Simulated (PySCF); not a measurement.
**C3H9In, SMILES `C[In](C)C`: what the electrons do**

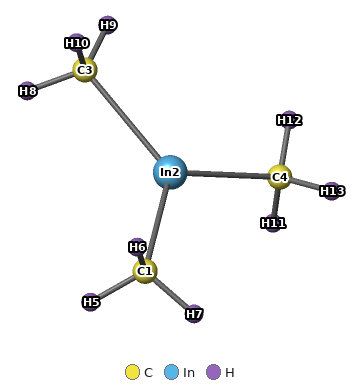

The molecule, with its atoms numbered as below. No frequency check shows the geometry to be a minimum.

Cartesian coordinates (Å):

```
C1       0.4742    2.1893   -0.0022
In2     -0.0019   -0.0025    0.0015
C3       1.6721   -1.4961   -0.0022
C4      -2.1393   -0.6837   -0.0017
H5       0.9875    2.4574   -0.9254
H6       1.1272    2.4310    0.8362
H7      -0.4384    2.7783    0.0777
H8       2.2480   -1.4056   -0.9229
H9       1.2805   -2.5096    0.0716
H10      2.3382   -1.3099    0.8398
H11     -2.5899   -0.4800   -0.9728
H12     -2.1997   -1.7526    0.1977
H13     -2.7030   -0.1455    0.7597
```

### 1. Bonding charge

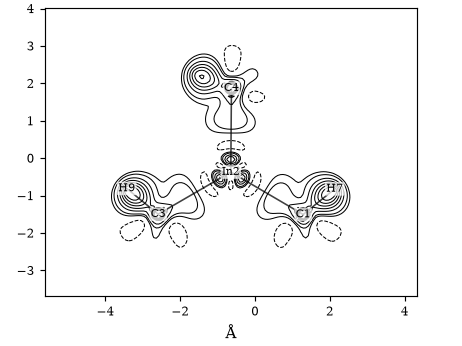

Deformation density (molecule less spherical, spin-averaged free atoms) in the plane of C1, In2, C3, C4, H7 and H9; contours at ±0.05 to ±0.8 e/Å³; solid lines: gain, dashed lines: loss.

Method: TPSS/def2-SVP; geometry: GFN2-xTB; program: PySCF. Core potentials replace the inner electrons of In; spin–orbit coupling isn't included.

Question: How much density has each bond in this plane gained at its critical point, relative to the free atoms?

Answer: C3–H9: +0.62 e/Å³ at the bond critical point (bond length 1.09 Å, Mayer order 1.0). C1–H7: +0.62 e/Å³ at the bond critical point (bond length 1.09 Å, Mayer order 1.0). In2–C4: +0.09 e/Å³ at the bond critical point (bond length 2.24 Å, Mayer order 0.9). In2–C3: +0.09 e/Å³ at the bond critical point (bond length 2.24 Å, Mayer order 0.9). C1–In2: +0.09 e/Å³ at the bond critical point (bond length 2.24 Å, Mayer order 0.9). In all, 2.5 electrons gather in the regions of gain relative to the promolecule. A small or negative value marks a very polar bond, one between electron-rich atoms, whose free-atom densities already overlap strongly, a long bond to a heavier atom, or a closed-shell contact such as a hydrogen bond.

Question: Where do the Hirshfeld charges lie?

Answer: The highest Hirshfeld charge is on In2 (+0.52 e), the lowest on C1 (−0.23 e).

| atom | charge (e) |
| --- | --- |
| C1 | −0.23 |
| In2 | +0.52 |
| C3 | −0.23 |
| C4 | −0.23 |
| H5 | +0.02 |
| H6 | +0.02 |
| H7 | +0.02 |
| H8 | +0.02 |
| H9 | +0.02 |
| H10 | +0.02 |
| H11 | +0.02 |
| H12 | +0.02 |
| H13 | +0.02 |

### 2. Local ionisation energy

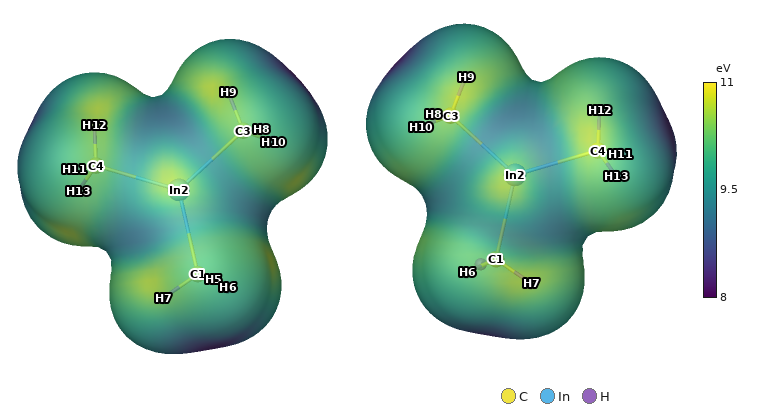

Average local ionisation energy on the surface of electron density 0.001 a.u. (back view left, front view right).

Question: Locate the minima of the map.

Answer: The lowest value is 8.1 eV, near H5 (1.79 Å), H7 (1.88 Å), H6 (1.95 Å) and C1 (1.95 Å). Further minima include 8.1 eV, near H11 (1.81 Å), H12 (1.87 Å), C4 (1.95 Å) and H13 (1.96 Å); 9.0 eV, off the In2–C3 bond (2.3 to 2.4 Å from its atoms); 9.1 eV, off the C1–H7 bond (2.1 to 2.2 Å from its atoms). For comparison, the highest occupied orbital lies at −5.8 eV.

Question: What volume does the surface enclose, and what is the dipole moment?

Answer: About 134 Å³; the dipole moment is 0.0 D.

### 3. In an electric field

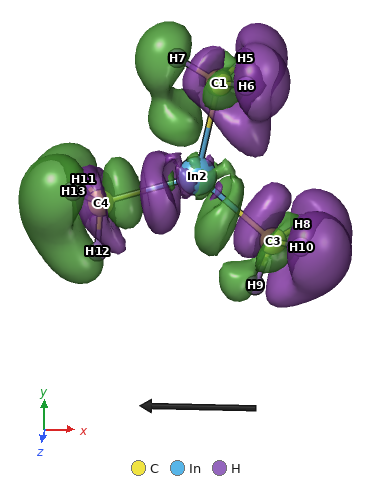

Change of the electron density in a uniform field of 0.10 V/Å along −x (arrow), surfaces at ±0.0006 e/Å³ (purple: gain, green: loss).

Computed with PySCF, B3LYP/def2-SVPD, geometry: GFN2-xTB. Core potentials replace the inner electrons of In; spin–orbit coupling isn't included.

Question: How large is the response?

Answer: The induced dipole is 0.48 D (along the field); α along this axis, from the fields in both directions, is 94 bohr³ (13.9 Å³).

Question: Which atoms gain and lose the most charge?

Answer: Electrons gather most on H10 (Hirshfeld charge changes by −0.004 e) and leave C4 most (+0.004 e); 0.037 electrons are displaced in all.

### 4. Removing or adding an electron

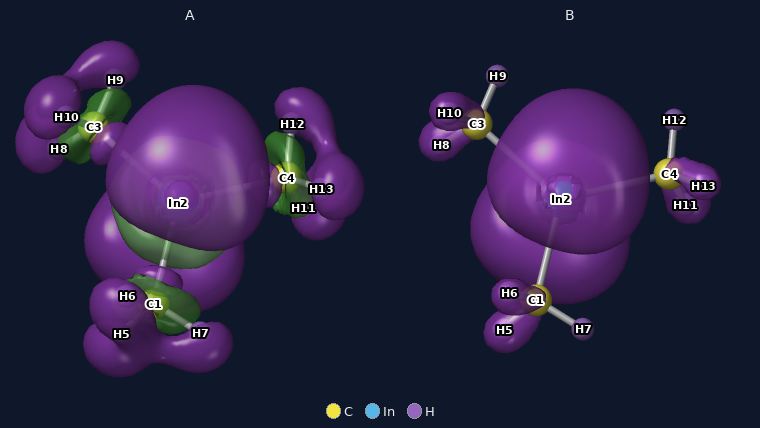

The Fukui function f⁺ from two separate SCF calculations and the density of the LUMO, at ±0.008 e/Å³ (purple positive, green negative).

Level of theory: BLYP/def2-SVP (PySCF), at a geometry from GFN2-xTB. Core potentials replace the inner electrons of In; spin–orbit coupling isn't included.

Question: Which panel is which, and how good is the frozen-orbital picture?

Answer: A is f⁺ (it has negative regions), B the LUMO density. The LUMO lies on In2 (77 %); f⁺ (Hirshfeld-condensed) is largest on In2 (0.58); the vertical electron affinity is −0.75 eV (the stability of the anion's solution wasn't checked; negative, but this basis has no diffuse functions, so it doesn't show that the anion is unbound). Relaxation shifts 20 % of the electron between atoms. The orbital energy is −1.59 eV.
